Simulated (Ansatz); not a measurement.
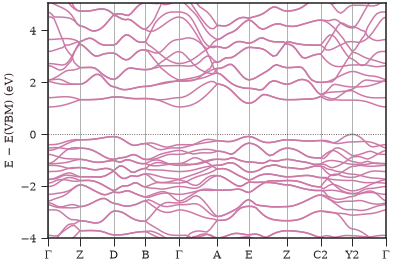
*Band structure from r²SCAN (plane waves, PAW; program Ansatz)*

**Question.** Read off the gap and where the band edges lie.

**Answer.** About 1.1 eV (1.05 eV by a search for the band edges); maximum at Y2, minimum at Γ.

**Question.** Pick the material that matches.
(A) TiSe2O6, P2_1/c (Pearson symbol mP18)
(B) KLaGeS4, P2_1 (Pearson symbol mP14)
(C) ZrS3, P2_1/m (Zr on 2e, S on 2e, S on 2e, S on 2e)
(D) SbRuS, P2_1/c (Sb on 4e, Ru on 4e, S on 4e)

**Answer.** D, SbRuS, P2_1/c (Sb on 4e, Ru on 4e, S on 4e)

The workflow started from a Materials Project entry (that database holds measured and hypothetical structures alike); the Crystallography Open Database copy checked does not list it. Its standing as an ambient phase is unchecked. The r²SCAN relaxation kept the symmetry of its start; its stability against distortions is not shown here. No spin polarisation was allowed. Spin–orbit coupling is left out wherever it is not named.

Potentials: the later of the program's two PAW sets.
